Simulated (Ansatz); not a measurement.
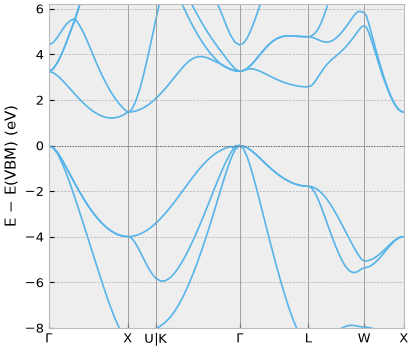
*Band structure from PBE (plane waves, PAW; program Ansatz)*

Question: Read off the gap and where the band edges lie.

Answer: About 1.2 eV (1.20 eV by a search for the band edges); maximum at Γ, minimum on the Γ–X line, 80 % of the way from Γ.

Question: Which of these materials gives this?
(A) GaAs, zinc blende
(B) GaN, zinc blende
(C) ZnS, zinc blende
(D) BAs, zinc blende

Answer: D, BAs, zinc blende

Space group F-43m (zinc blende). The cell was relaxed with PBE under the symmetry of its start. Spin–orbit coupling is left out wherever it is not named.

Potentials: the earlier of the program's two PAW sets.
